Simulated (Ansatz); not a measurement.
```yaml
crystal:
  lattice:
    - [4.19189, 0.00000, 0.00000]
    - [0.00000, 11.41779, 0.00000]
    - [0.00000, 0.00000, 5.87901]
  atoms:
    - { symbol: Ge, position: [0.00000, 0.64189, 0.02097] }
    - { symbol: Ge, position: [0.50000, 0.14189, 0.52097] }
    - { symbol: Ge, position: [0.00000, 0.35811, 0.02097] }
    - { symbol: Ge, position: [0.50000, 0.85811, 0.52097] }
    - { symbol: Sb, position: [0.00000, 0.14305, 0.22485] }
    - { symbol: Sb, position: [0.50000, 0.64305, 0.72485] }
    - { symbol: Sb, position: [0.00000, 0.85695, 0.22485] }
    - { symbol: Sb, position: [0.50000, 0.35695, 0.72485] }
    - { symbol: O, position: [0.00000, 0.50000, 0.16836] }
    - { symbol: O, position: [0.50000, 0.00000, 0.66836] }
```

Space group Imm2; a generated structure, not necessarily the stable one.

Computed with Ansatz, DFT PBE, scalar-relativistic, plane waves, PAW.

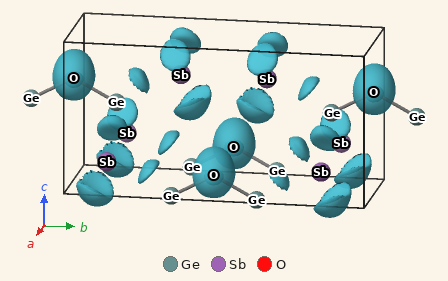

Ge2Sb2O. Isosurface of the ELF at 0.65 (cyan), seen slightly off an axis. Core shells and regions of very low density are left out. Sticks mark near contacts.

Core electrons are frozen (PAW), and the valence fields are smoothed inside the atomic spheres.

Identify the bonds, lone pairs and shells in this picture.

Answer. The ELF exceeds this value in eight regions between bonded Ge–Sb atoms, four regions wrapped around Ge (the valence shell of each), two regions wrapped around O (the valence shell of each) and four pockets between the atoms, centred on no nucleus (multi-centre or interstitial), counted in one cell of 10 atoms. Any copies at cell faces, edges or corners count once.

Values along the shortest contacts:
Ge–O (1.84 Å): the ELF peaks at about 0.80 in the valence shell of O, 0.6 Å from its nucleus, and is about 0.45 at the midpoint. Ge–Sb (2.72 Å): the ELF peaks at about 0.75 between the atoms.
